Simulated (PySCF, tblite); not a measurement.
**C₃H₂FN₃: geometry, infrared bands, NMR shifts and spin-spin couplings**

Aim: predict the infrared bands, NMR shifts and spin-spin couplings of C₃H₂FN₃ (`Fc1cnnnc1`).

The runs use tblite 0.8.0 and PySCF 2.14.0, with density-fitted response routines of our own; the level of theory stands in each step. All values are computed, except where a source is named. Atoms count from 0, in the outputs and in this text.

### Step 1. The starting structure

9 atoms, charge 0, multiplicity 1; geometry from: force field or distance geometry start.

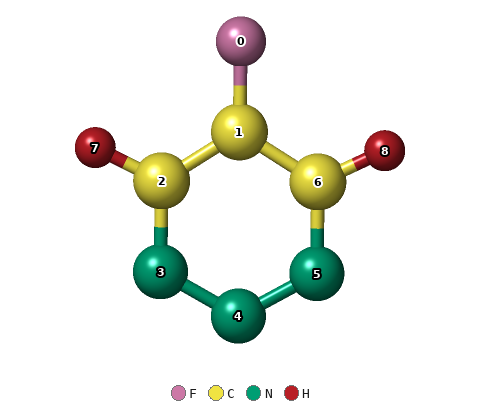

As it starts; fluorine pink, carbon yellow, nitrogen teal, hydrogen red, atoms numbered.

### Step 2. Optimising the geometry with GFN2-xTB

Job settings and geometry (Å):

```
{"job": {"kind": "relax", "xc": "GFN2-xTB", "basis": "xTB"}, "charge": 0, "multiplicity": 1}
F      0.316300     2.076200     0.573000
C      0.112800     0.801200     0.238400
C     -1.113600     0.237400     0.183400
N     -1.313500    -1.043200    -0.156800
N     -0.268800    -1.804200    -0.404700
N      0.953600    -1.332800    -0.368200
C      1.152300    -0.037700    -0.041400
H     -2.011000     0.818700     0.391600
H      2.185500     0.290500    -0.013200
```

On the command line:

```sh
$ OMP_NUM_THREADS=1 python probes_run.py task.json out
```

One launch serves the whole session: the jobs run in the order shown.

Output:

```text
step      E/eV     max force
  0    -567.59957    2.689
  1    -567.70933    1.129
  2    -567.72682    0.293
  3    -567.73187    0.211
  4    -567.73845    0.213
  5    -567.73956    0.083
  6    -567.74003    0.060
  7    -567.74036    0.080
  8    -567.74063    0.058
  9    -567.74081    0.032
 10    -567.74090    0.022
 11    -567.74093    0.012
 12    -567.74094    0.004
```

Wall time 0.04 s (1 thread of Arm Neoverse V2, shared host).

Relaxation path:

| step | energy from step 0 (eV) | largest force (eV/Å) |
| --- | --- | --- |
| 0 | 0.0000 | 2.6886 |
| 1 | -0.1098 | 1.1294 |
| 2 | -0.1273 | 0.2926 |
| 3 | -0.1323 | 0.2110 |
| 4 | -0.1389 | 0.2126 |
| 5 | -0.1400 | 0.0830 |
| 6 | -0.1405 | 0.0603 |
| 7 | -0.1408 | 0.0796 |
| 8 | -0.1411 | 0.0576 |
| 9 | -0.1412 | 0.0322 |
| 10 | -0.1413 | 0.0220 |
| 11 | -0.1414 | 0.0121 |
| 12 | -0.1414 | 0.0037 |

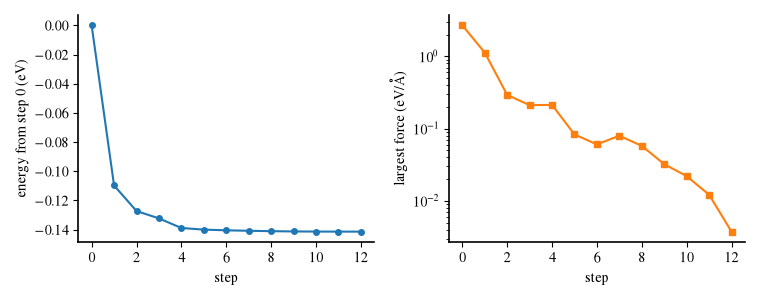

Energy and force, step by step.

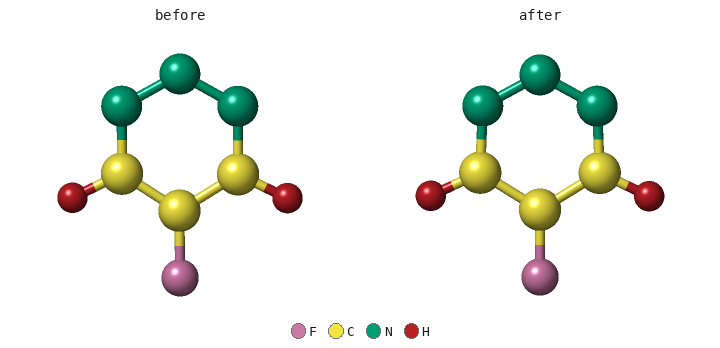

Before and after, at one scale.

Close pairs (by a distance rule), those that changed most:

| bond | before (Å) | after (Å) | change (Å) |
| --- | --- | --- | --- |
| C1–C2 | 1.351 | 1.389 | +0.038 |
| N3–N4 | 1.316 | 1.288 | -0.028 |
| N5–C6 | 1.350 | 1.325 | -0.026 |
| C1–C6 | 1.365 | 1.389 | +0.025 |
| N4–N5 | 1.311 | 1.288 | -0.023 |
| C2–N3 | 1.340 | 1.325 | -0.015 |
| C2–H7 | 1.089 | 1.080 | -0.009 |
| C6–H8 | 1.084 | 1.080 | -0.004 |

The end geometry stands in the next job.

### Step 3. Harmonic vibrations with GFN2-xTB

Job settings and geometry (Å):

```
{"job": {"kind": "ir", "xc": "GFN2-xTB", "basis": "xTB"}, "charge": 0, "multiplicity": 1}
F      0.313336     2.075390     0.569898
C      0.120853     0.795194     0.245708
C     -1.151128     0.239997     0.180885
N     -1.291433    -1.035791    -0.146920
N     -0.264566    -1.768858    -0.404726
N      0.940453    -1.316820    -0.360867
C      1.182036    -0.053401    -0.044405
H     -2.049583     0.803251     0.387420
H      2.213594     0.267031    -0.024933
```

Output:

```text
mode    cm-1     km/mol
  1     149.7     16.04
  2     313.9      0.00
  3     359.6     17.74
  4     452.0      8.48
  5     517.8      8.52
  6     640.7      3.11
  7     749.5      3.28
  8     844.7     11.97
  9     868.2     15.39
 10     915.3      0.00
 11    1041.8      4.47
 12    1068.1      9.42
 13    1114.7      7.56
 14    1146.2      1.59
 15    1227.4    176.14
 16    1341.7     12.29
 17    1380.6     36.97
 18    1492.3     37.42
 19    1496.7     85.16
 20    3081.4      4.95
 21    3081.8      3.28
```

It took 0.11 s on 1 thread of Arm Neoverse V2, shared host.

Which atoms move in the most intense modes:

| cm⁻¹ | km/mol | atoms |
| --- | --- | --- |
| 150 | 16.0 | N4 29 %, F0 22 %, C6 18 %, C2 18 % |
| 360 | 17.7 | F0 44 %, C1 15 %, C6 12 %, C2 12 % |
| 868 | 15.4 | F0 24 %, N3 21 %, N5 21 %, C2 12 % |
| 1227 | 176.1 | C1 29 %, N3 17 %, N5 17 % |
| 1342 | 12.3 | C2 20 %, C6 20 %, C1 14 %, N3 12 % |
| 1381 | 37.0 | N5 26 %, N3 26 %, C1 22 % |
| 1492 | 37.4 | C1 45 %, C6 17 %, C2 16 %, N4 11 % |
| 1497 | 85.2 | C2 28 %, C6 27 %, C1 23 % |

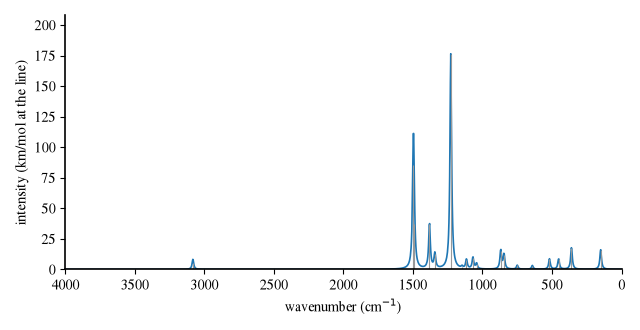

The infrared spectrum from these modes, unscaled. Lines are broadened to a width of 14 cm⁻¹ (Lorentzian).

### Step 4. Shielding tensors: PBE0/pcSseg-1

The job, as its differences from that of step 3:

```diff
@@ -1,2 +1,2 @@
-{"job": {"kind": "ir", "xc": "GFN2-xTB", "basis": "xTB"}, "charge": 0, "multiplicity": 1}
+{"job": {"kind": "nmr", "xc": "PBE0", "basis": "pcSseg-1"}, "charge": 0, "multiplicity": 1}
 F      0.313336     2.075390     0.569898
```

Level: GIAO PBE0/pcSseg-1 NMR shielding, non-relativistic, gas phase.

Output:

```text
coarse grid: 8776 points
cycle   1  E = -378.9832818687  dE =  1.468e+00  |g| = 5.184e-01  |ddm| = 3.123e+00
cycle   2  E = -378.9506359162  dE =  3.265e-02  |g| = 6.797e-01  |ddm| = 9.366e-01
cycle   3  E = -379.0288109677  dE = -7.818e-02  |g| = 1.165e-01  |ddm| = 5.533e-01
cycle   4  E = -379.0309376762  dE = -2.127e-03  |g| = 5.073e-02  |ddm| = 1.019e-01
cycle   5  E = -379.0315430929  dE = -6.054e-04  |g| = 1.090e-02  |ddm| = 5.317e-02
cycle   6  E = -379.0315639673  dE = -2.087e-05  |g| = 4.180e-03  |ddm| = 1.021e-02
cycle   7  E = -379.0315676443  dE = -3.677e-06  |g| = 8.473e-04  |ddm| = 3.410e-03
final grid: 88952 points
cycle   8  E = -379.0752417544  dE = -2.707e-05  |g| = 5.941e-03  |ddm| = 2.754e-02
cycle   9  E = -379.0752361890  dE =  5.565e-06  |g| = 8.289e-03  |ddm| = 1.308e-02
cycle  10  E = -379.0752492476  dE = -1.306e-05  |g| = 1.333e-03  |ddm| = 7.512e-03
cycle  11  E = -379.0752496056  dE = -3.580e-07  |g| = 4.325e-04  |ddm| = 1.385e-03
cycle  12  E = -379.0752496467  dE = -4.112e-08  |g| = 1.184e-04  |ddm| = 4.140e-04
cycle  13  E = -379.0752496493  dE = -2.567e-09  |g| = 1.479e-05  |ddm| = 9.565e-05
cycle  14  E = -379.0752496493  dE = -4.059e-11  |g| = 3.797e-06  |ddm| = 1.432e-05
converged SCF energy = -379.0752496493

GIAO shielding tensors (ppm)
atom      isotropic    diamagn.    paramagn.     s11        s22        s33       span
  0 F      309.327     474.077    -164.750    273.046    279.940    374.996    101.950
  1 C       17.877     254.461    -236.584    -69.175     18.922    103.884    173.059
  2 C       43.379     252.436    -209.056    -70.102     51.110    149.130    219.232
  3 N     -180.984     323.925    -504.908   -546.088   -225.154    228.291    774.378
  4 N     -258.201     311.910    -570.111   -751.197   -233.847    210.441    961.638
  5 N     -181.032     323.925    -504.957   -546.284   -225.116    228.304    774.588
  6 C       43.367     252.434    -209.067    -70.143     51.127    149.118    219.261
  7 H       22.399      29.010      -6.611     18.946     19.665     28.585      9.639
  8 H       22.397      29.017      -6.620     18.943     19.664     28.584      9.641
```

Wall time 8.5 s (1 thread of Arm Neoverse V2, shared host); peak memory 0.59 GiB.

Shifts follow as δ = σ(reference) − σ, with reference shieldings (ppm) from runs at the same level and on the same kind of geometry: 1H TMS 31.72, 13C TMS 186.9, 19F CFCl3 170.9, 15N NH3 267.7. The references are single molecules in the gas phase, so shifts against H2O, NH3, PH3, H3PO4 or CFCl3 are not on the usual liquid scales and can be off by tens of ppm. Atoms listed in one row are averaged.

| atoms | environment | σ (ppm) | δ (ppm) | δ scaled to CDCl3 |
| --- | --- | --- | --- | --- |
| C1 | aromatic carbon bearing fluorine | 17.9 | 169.0 | 163.1 |
| C2, C6 | aromatic CH next to a ring nitrogen | 43.4 | 143.6 | 138.2 |
| H7, H8 | hydrogen on an aromatic CH next to a ring nitrogen | 22.40 | 9.32 | 8.89 |
| F0 | aryl fluorine | 309.3 | -138.4 | – |
| N4 | pyridine-type ring nitrogen | -258.2 | 525.9 | – |
| N3, N5 | pyridine-type ring nitrogen | -181.0 | 448.7 | – |

The scaled column applies a straight-line fit of computed shieldings to shifts measured in CDCl3, and one for carbons that bear F (root-mean-square error 0.16 ppm for H, 1.9 ppm for C).

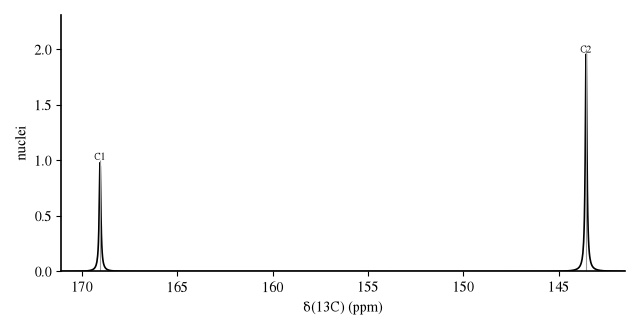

13C lines at the computed shifts, without couplings. Lines are broadened to a width of 0.10 ppm (Lorentzian).

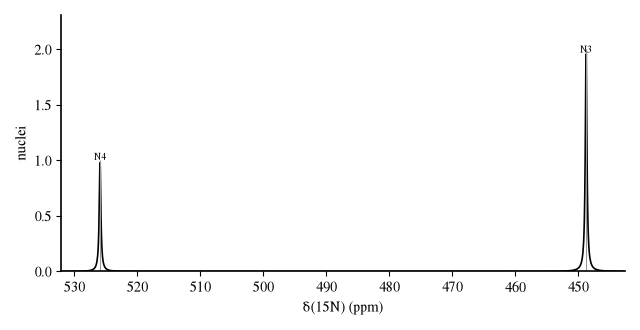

15N lines at the computed shifts, without couplings. Lines are broadened to a width of 0.31 ppm (Lorentzian).

The run also stored atomic charges by several schemes (e):

| atoms | Mulliken | IAO | Hirshfeld | ESP fit |
| --- | --- | --- | --- | --- |
| F0 | -0.24 | -0.24 | -0.06 | -0.11 |
| C1 | 0.19 | 0.28 | 0.10 | -0.32 |
| C2, C6 | 0.14 | -0.05 | 0.02 | 0.73 |
| N3, N5 | -0.24 | -0.15 | -0.09 | -0.53 |
| N4 | -0.02 | -0.02 | -0.04 | 0.10 |

ESP fit charges:

| atom | value (e) |
| --- | --- |
| F0 | -0.11 |
| C1 | -0.32 |
| C2 | 0.73 |
| N3 | -0.53 |
| N4 | 0.10 |
| N5 | -0.53 |
| C6 | 0.73 |
| H7 | -0.03 |
| H8 | -0.04 |

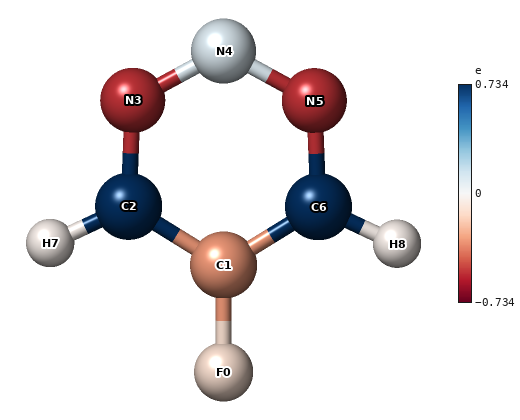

ESP fit charges, as colours on the atoms.

Mayer bond orders: F0–C1 0.96, C1–C2 1.33, C2–N3 1.42, N3–N4 1.36, N4–N5 1.36, N5–C6 1.42, C6–C1 1.33.

Ring of atoms C1, C2, N3, N4, N5, C6: NICS(0) -6.4, NICS(1) -11.9, NICS(1)zz -29.1 ppm (means of both faces).

### Step 5. Spin-spin couplings: B3LYP/pcJ-1

The job, as its differences from that of step 4:

```diff
@@ -1,2 +1,2 @@
-{"job": {"kind": "nmr", "xc": "PBE0", "basis": "pcSseg-1"}, "charge": 0, "multiplicity": 1}
+{"job": {"kind": "j", "xc": "B3LYP", "basis": "pcJ-1"}, "charge": 0, "multiplicity": 1}
 F      0.313336     2.075390     0.569898
```

Level: B3LYP/pcJ-1 indirect spin-spin coupling, non-relativistic, gas phase.

Output:

```text
coarse grid: 8776 points
cycle   1  E = -379.4208366374  dE =  1.387e+00  |g| = 5.520e-01  |ddm| = 3.059e+00
cycle   2  E = -379.3712023380  dE =  4.963e-02  |g| = 7.694e-01  |ddm| = 1.006e+00
cycle   3  E = -379.4675608576  dE = -9.636e-02  |g| = 1.366e-01  |ddm| = 6.003e-01
cycle   4  E = -379.4702871269  dE = -2.726e-03  |g| = 6.387e-02  |ddm| = 1.136e-01
cycle   5  E = -379.4712253321  dE = -9.382e-04  |g| = 1.414e-02  |ddm| = 6.316e-02
cycle   6  E = -379.4712595740  dE = -3.424e-05  |g| = 5.729e-03  |ddm| = 1.286e-02
cycle   7  E = -379.4712664104  dE = -6.836e-06  |g| = 7.097e-04  |ddm| = 3.971e-03
final grid: 88952 points
cycle   8  E = -379.5267988925  dE = -1.063e-04  |g| = 5.656e-03  |ddm| = 1.344e-02
cycle   9  E = -379.5267906647  dE =  8.228e-06  |g| = 8.824e-03  |ddm| = 1.131e-02
cycle  10  E = -379.5268042901  dE = -1.363e-05  |g| = 1.107e-03  |ddm| = 7.216e-03
cycle  11  E = -379.5268044183  dE = -1.281e-07  |g| = 8.271e-04  |ddm| = 1.444e-03
cycle  12  E = -379.5268045713  dE = -1.530e-07  |g| = 2.122e-04  |ddm| = 7.289e-04
cycle  13  E = -379.5268045803  dE = -8.985e-09  |g| = 1.312e-05  |ddm| = 1.795e-04
cycle  14  E = -379.5268045803  dE = -2.319e-11  |g| = 6.148e-06  |ddm| = 1.187e-05
converged SCF energy = -379.5268045803

Indirect spin-spin couplings (Hz)
  i      j    bonds     total        FC       PSO       DSO        SD
  0 F    1 C    1   -376.951  -356.665   -22.851     0.894     1.671
  0 F    2 C    2     -2.781    12.839   -19.676    -0.118     4.174
  0 F    3 N    3      1.277     8.782    -6.526     0.159    -1.137
  0 F    4 N    4    -31.711   -15.245    -8.365     0.158    -8.259
  0 F    5 N    3      1.271     8.780    -6.529     0.159    -1.139
  0 F    6 C    2     -2.725    12.895   -19.675    -0.118     4.173
  0 F    7 H    3      0.157     3.574    -2.448    -0.298    -0.671
  0 F    8 H    3      0.170     3.587    -2.447    -0.298    -0.671
  1 C    2 C    1     65.296    70.460    -7.007     0.339     1.504
  1 C    3 N    2      1.523     1.716    -0.651    -0.004     0.462
  1 C    4 N    3    -18.444   -16.370    -0.405    -0.002    -1.668
  1 C    5 N    2      1.516     1.710    -0.652    -0.004     0.462
  1 C    6 C    1     65.290    70.453    -7.007     0.339     1.504
  1 C    7 H    2      0.744     1.617    -0.686    -0.203     0.015
  1 C    8 H    2      0.751     1.624    -0.685    -0.203     0.015
  2 C    3 N    1     10.309     3.933     6.967    -0.101    -0.489
  2 C    4 N    2      2.610     2.308    -0.225     0.028     0.499
  2 C    5 N    3    -11.788    -9.186    -1.060     0.012    -1.552
  2 C    6 C    2      1.030     0.311     1.129     0.012    -0.423
  2 C    7 H    1    199.791   199.014    -0.701     1.039     0.439
  2 C    8 H    3      2.635     2.505     0.707    -0.525    -0.052
  3 N    4 N    1    -27.435   -21.070    -6.197     0.040    -0.208
  3 N    5 N    2      1.460     1.690    -0.016    -0.017    -0.197
  3 N    6 C    3    -11.786    -9.184    -1.061     0.012    -1.553
  3 N    7 H    2    -12.648   -14.150     1.377     0.109     0.016
  4 N    5 N    1    -27.446   -21.082    -6.196     0.040    -0.208
  4 N    6 C    2      2.620     2.319    -0.226     0.028     0.499
  4 N    7 H    3     -3.465    -3.660    -0.090     0.264     0.022
  4 N    8 H    3     -3.467    -3.662    -0.090     0.264     0.022
  5 N    6 C    1     10.306     3.929     6.968    -0.101    -0.489
  5 N    8 H    2    -12.652   -14.155     1.377     0.109     0.016
  6 C    7 H    3      2.639     2.509     0.707    -0.525    -0.052
  6 C    8 H    1    199.845   199.068    -0.702     1.039     0.439
  7 H    8 H    4      4.192     4.260     2.039    -2.129     0.023
```

It took 35 s on 1 thread of Arm Neoverse V2, shared host; peak memory 0.84 GiB.

A choice of the couplings up to four bonds, sorted by the number of bonds, with means over like pairs; isotopes 13C, 19F, 1H, 15N:

| pair | bonds | J (Hz) | Fermi contact (Hz) | dihedral (°) |
| --- | --- | --- | --- | --- |
| F0–C1 | 1 | -377.0 | -356.7 | – |
| C2–H7 | 1 | 199.8 | 199.0 | – |
| C1–C2 | 1 | 65.3 | 70.5 | – |
| N3–N4 | 1 | -27.4 | -21.1 | – |
| C2–N3 | 1 | 10.3 | 3.9 | – |
| N3–H7 | 2 | -12.6 | -14.2 | – |
| F0–C2 | 2 | -2.8 | 12.9 | – |
| C2–N4 | 2 | 2.6 | 2.3 | – |
| C1–N3 | 2 | 1.5 | 1.7 | – |
| N3–N5 | 2 | 1.5 | 1.7 | – |
| C2–C6 | 2 | 1.0 | 0.3 | – |
| C1–N4 | 3 | -18.4 | -16.4 | – |
| C2–N5 | 3 | -11.8 | -9.2 | – |
| N4–H7 | 3 | -3.5 | -3.7 | -180 |
| C2–H8 | 3 | 2.6 | 2.5 | -180 |
| F0–N3 | 3 | 1.3 | 8.8 | 180 |
| F0–N4 | 4 | -31.7 | -15.2 | – |
| H7–H8 | 4 | 4.2 | 4.3 | – |

Quadrupole couplings from the field gradients of the same density:

| atom | isotope | eQq/h (MHz) | η |
| --- | --- | --- | --- |
| N4 | 14N | -6.558 | 0.02 |
| N5 | 14N | -6.263 | 0.21 |
| N3 | 14N | -6.261 | 0.21 |

Joined with the shifts from before (PBE0/pcSseg-1, scaled to CDCl3), the couplings predict the line list below for 400 MHz. H–H couplings in it are scaled by factors fitted to measured ones, so they differ from the table.

1H NMR δ 8.89 (s, 2H).

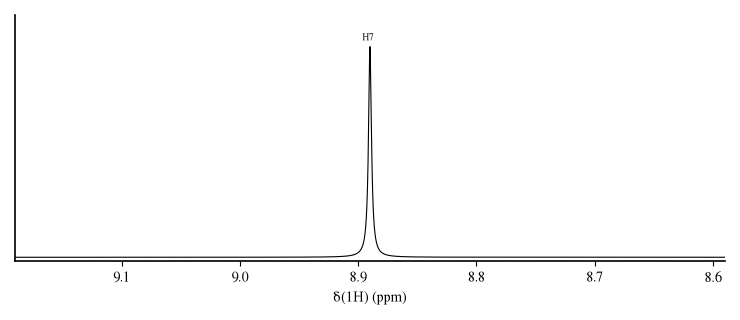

Simulated proton spectrum at 400 MHz, by exact diagonalisation of each spin system; lines 1.2 Hz wide, exchangeable protons uncoupled.

### Step 6. Outcome

| quantity | value |
| --- | --- |
| strongest single infrared mode (GFN2-xTB) | 1227 cm⁻¹, 176 km/mol |
| zero-point energy (GFN2-xTB) | 33.3 kcal/mol |
| 13C shifts against TMS (PBE0/pcSseg-1, means over atoms taken as alike) | 169.0, 143.6 ppm |
| 1H shifts against TMS (PBE0/pcSseg-1, means over atoms taken as alike) | 9.32 ppm |
| 19F shifts against CFCl3 (PBE0/pcSseg-1) | -138.4 ppm |
| 15N shifts against NH3 (PBE0/pcSseg-1, means over atoms taken as alike) | 525.9, 448.7 ppm |
| largest coupling of the table (B3LYP/pcJ-1) | 1J(F,C) F0–C1, -377.0 Hz |

In words: Relaxing lowered the energy by 0.141 eV in 12 steps; the close pair that moved most is C1–C2, from 1.351 to 1.389 Å. All 21 modes are real, so the xTB geometry is a minimum. The strongest single mode, at 1227 cm⁻¹, has its largest shares on C1, N3 and N5 (the list is cut at 3 atoms). GFN2-xTB is a fitted tight-binding method: band positions and strengths are rough. Its intensities can rank the bands wrongly. At PBE0/pcSseg-1: The largest span, 962 ppm, is at N4, where the paramagnetic term is -570 ppm. NICS(1)zz of -29 ppm above the planar ring from C1 marks a diatropic (aromatic) ring current. In the run at B3LYP/pcJ-1, the largest coupling of the table is F0–C1, -377.0 Hz, of which the Fermi-contact term gives -356.7 Hz.
